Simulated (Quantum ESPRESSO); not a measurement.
One Mg site of MgH2 in P4₂/mnm, with the coupling taken from a PBE PAW density (pw.x of a modified build of Quantum ESPRESSO, JTH datasets) with the all-electron reconstruction of Petrilli and co-workers (|Q| = 0.199 barn). The cell was made here from a computed Materials Project entry: strained by -2 % along the unique axis and by +1 % across it, atoms relaxed (PBE without dispersion, pw.x of Quantum ESPRESSO, symmetry kept). The parent is MgH2 in P4₂/mnm. Stability against distortions was not tested. Cores are frozen. Against all-electron runs on small test molecules, this scheme's |Vzz| missed by −3 to +1 % on H. Mg had no test against all-electron runs.

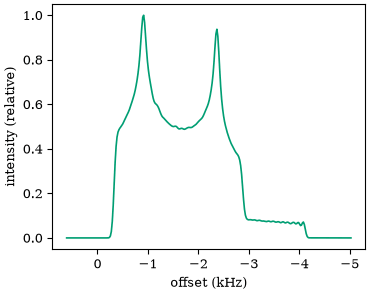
Simulated fast-MAS powder pattern of the ²⁵Mg central transition at 18.8 T (Larmor frequency ν0 = 49.0 MHz, I = 5/2), second-order quadrupolar broadening alone, zero at the isotropic chemical shift

Estimate |C_Q| and η_Q from the pattern.


|C_Q| ≈ 3.7 MHz and η_Q ≈ 0.2. The pattern runs from -4.13 to -0.329 kHz before smoothing, a width that goes as C_Q²/ν0, with its centre of gravity at -1.67 kHz.
